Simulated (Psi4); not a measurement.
# SiHBrF (SMILES F[SiH]Br): U-wB97X-D/def2-TZVPD (density fitting with def2-universal-jkfit, sweep point 3)

What is the vertical electron affinity of SiHBrF at U-wB97X-D/def2-TZVPD (density fitting with def2-universal-jkfit, sweep point 3)? 

The calculation is run with Psi4 1.11.

4 further runs of the same task are left out: 2 for a known fault of the program, 2 set aside as unsound or not needed.

## 1. The system as given

SiHBrF: 4 atoms, total charge 0, spin state doublet. SMILES: `F[SiH]Br`. The shape is that of a PBE0-D4/def2-TZVP optimisation.

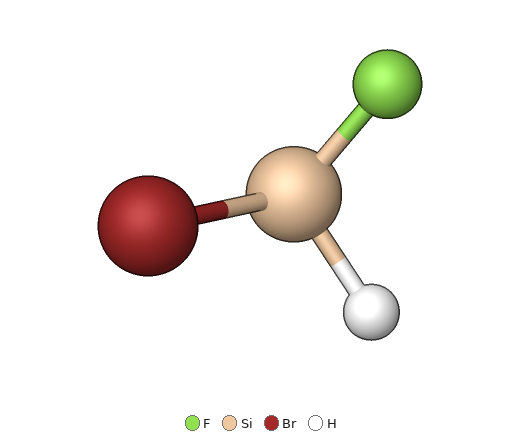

The structure, seen from a chosen angle (fluorine green, silicon light orange, bromine red, hydrogen white).

## 2. The energy at U-wB97X-D/def2-TZVPD (density fitting with def2-universal-jkfit, sweep point 3)

File job.py:

```python
import psi4

psi4.set_memory(1600000000)
psi4.set_num_threads(1)
psi4.core.set_output_file('run.log', False)

geom = psi4.geometry("""
0 2
F     -1.077500    -0.285400     1.078300
Si    -0.289800    -0.254700    -0.309800
Br     1.852200    -0.643700     0.073700
H     -0.429400     1.123400    -0.862500
symmetry c1
""")

options = {'basis': 'def2-TZVPD', 'reference': 'uks', 'puream': True, 'scf_type': 'df', 'dft_radial_points': 99, 'dft_spherical_points': 590, 'df_basis_scf': 'def2-universal-jkfit', 'maxiter': 150}
psi4.set_options(options)

result, w = psi4.energy("WB97X-D", return_wfn=True)
print(f'total energy {result:.8f} hartree = {result * 27.211386:.5f} eV')
```

Run with:

```
$ python job.py
```

run.log:

```text
[...]
  Running in c1 symmetry.
[...]
  Nuclear repulsion =  225.521655781163076
[...]
  Multiplicity = 2
[...]
  Nalpha       = 30
  Nbeta        = 29
[...]
    Number of basis functions: 149
[...]
   @DF-UKS iter   1: -2963.89455107129879   -1.57091e+00   1.01798e-02 DIIS/ADIIS
[...]
   @DF-UKS iter   9: -2964.23175631885488   -1.61695e-07   5.12679e-07 DIIS
[...]
   @S^2 Observed:                7.521153857E-01
[...]
    Orbital Energies [Eh]
    ---------------------
    Alpha Occupied:
       1A   -483.142341     2A    -66.347962     3A    -62.690816
       4A    -56.481047     5A    -56.479063     6A    -56.478843
       7A    -24.823664     8A     -8.832020     9A     -6.650416
      10A     -6.644012    11A     -6.643494    12A     -5.466854
      13A     -3.813060    14A     -3.811375    15A     -3.808883
      16A     -2.754762    17A     -2.752867    18A     -2.752511
      19A     -2.747388    20A     -2.747382    21A     -1.314031
      22A     -0.893780    23A     -0.663056    24A     -0.567643
      25A     -0.559025    26A     -0.546323    27A     -0.461067
      28A     -0.414953    29A     -0.403399    30A     -0.315009
    Alpha Virtual:
[...]
  @DF-UKS Final Energy: -2964.23175631885488
   => Energetics <=
    Nuclear Repulsion Energy =            225.5216557811630764
    One-Electron Energy =               -4573.1513664509448063
    Two-Electron Energy =                1474.7709695251703579
    DFT Exchange-Correlation Energy =     -91.3723529820605478
    Empirical Dispersion Energy =          -0.0006621921828511
    VV10 Nonlocal Energy =                  0.0000000000000000
    Total Energy =                      -2964.2317563188548775
[...]
 Multipole Moments:
 ------------------------------------------------------------------------------------
     Multipole            Electronic (a.u.)      Nuclear  (a.u.)        Total (a.u.)
 ------------------------------------------------------------------------------------
 L = 1.  Multiply by 2.5417464519 to convert [e a0] to [Debye]
 Dipole X            :          7.1208484           -7.2350292           -0.1141808
 Dipole Y            :         -2.4902979            2.6175702            0.1272723
 Dipole Z            :          0.9142076           -1.3423917           -0.4281842
 Magnitude           :                                                    0.4610609
[...]
```

Standard output:

```text
total energy -2964.23175632 hartree = -80660.85451 eV
```

Wall time 28 s (1 thread of AMD EPYC 7R43 (Zen 3), shared host); peak memory 1.2 GiB.

## 3. The singlet anion

File job.py:

```python
import psi4

psi4.set_memory(1600000000)
psi4.set_num_threads(1)
psi4.set_output_file('psi4.out', False)

mol = psi4.geometry("""
-1 1
F     -1.077500    -0.285400     1.078300
Si    -0.289800    -0.254700    -0.309800
Br     1.852200    -0.643700     0.073700
H     -0.429400     1.123400    -0.862500
symmetry c1
""")

psi4.set_options({
    'basis': 'def2-TZVPD',
    'reference': 'rks',
    'puream': True,
    'scf_type': 'df',
    'dft_radial_points': 99,
    'dft_spherical_points': 590,
    'df_basis_scf': 'def2-universal-jkfit',
})

E = psi4.energy('wb97x-d', molecule=mol)
print(f'wb97x-d energy: {E:.10f} Eh')
```

Run with:

```
$ python job.py
```

psi4.out:

```text
[...]
  Running in c1 symmetry.
[...]
  Nuclear repulsion =  225.521655781163076
[...]
  Multiplicity = 1
[...]
  Nalpha       = 30
  Nbeta        = 30
[...]
    Number of basis functions: 149
[...]
   @DF-RKS iter   1: -2963.89169090600490   -1.56805e+00   1.04128e-02 DIIS/ADIIS
[...]
   @DF-RKS iter   9: -2964.28095290650481   -5.69988e-07   7.53569e-07 DIIS
[...]
    Orbital Energies [Eh]
    ---------------------
    Doubly Occupied:
       1A   -482.936506     2A    -66.075500     3A    -62.485705
       4A    -56.275323     5A    -56.274087     6A    -56.273757
       7A    -24.605167     8A     -8.627418     9A     -6.444613
      10A     -6.440276    11A     -6.439268    12A     -5.197872
      13A     -3.544021    14A     -3.541752    15A     -3.537477
      16A     -2.549348    17A     -2.548124    18A     -2.547333
      19A     -2.543816    20A     -2.543777    21A     -1.098587
      22A     -0.689137    23A     -0.439907    24A     -0.350568
      25A     -0.346772    26A     -0.324864    27A     -0.243948
      28A     -0.213325    29A     -0.206923    30A     -0.041412
[...]
  @DF-RKS Final Energy: -2964.28095290650481
   => Energetics <=
    Nuclear Repulsion Energy =            225.5216557811630764
    One-Electron Energy =               -4585.9988669407102861
    Two-Electron Energy =                1487.6925478318496516
    DFT Exchange-Correlation Energy =     -91.4956273866238945
    Empirical Dispersion Energy =          -0.0006621921828511
    VV10 Nonlocal Energy =                  0.0000000000000000
    Total Energy =                      -2964.2809529065043535
[...]
 Multipole Moments:
 ------------------------------------------------------------------------------------
     Multipole            Electronic (a.u.)      Nuclear  (a.u.)        Total (a.u.)
 ------------------------------------------------------------------------------------
 L = 1.  Multiply by 2.5417464519 to convert [e a0] to [Debye]
 Dipole X            :          8.8109511           -7.2350292            1.5759219
 Dipole Y            :         -2.4078926            2.6175702            0.2096777
 Dipole Z            :          2.1116831           -1.3423917            0.7692914
 Magnitude           :                                                    1.7661551
[...]
```

On the terminal:

```text
wb97x-d energy: -2964.2809529065 Eh
```

It took 18 s on 1 thread of AMD EPYC 7R43 (Zen 3), shared host; peak memory 1.2 GiB.

## 4. Results

At U-wB97X-D/def2-TZVPD (density fitting with def2-universal-jkfit, sweep point 3):

| quantity | value |
| --- | --- |
| doublet SiHBrF: total energy | -2964.23176 Eh |
| doublet SiHBrF: dipole moment | 1.17 D |
| doublet SiHBrF: HOMO energy (highest over α and β) | -8.57 eV |
| doublet SiHBrF: LUMO energy (lowest over α and β) | -1.78 eV |
| doublet SiHBrF: dispersion energy | -1.74 kJ/mol |
| doublet SiHBrF: ⟨S²⟩ | 0.752 |
| singlet anion: total energy | -2964.28095 Eh |
| singlet anion: HOMO energy | -1.13 eV |
| singlet anion: LUMO energy | 4.42 eV |
| singlet anion: HOMO–LUMO gap (to an unbound level, set by the basis) | 5.55 eV |
| singlet anion: dispersion energy | -1.74 kJ/mol |
| vertical electron affinity (to the singlet anion) | 1.339 eV |

In words: At fixed nuclei the extra electron is bound by 1.34 eV (31 kcal/mol).
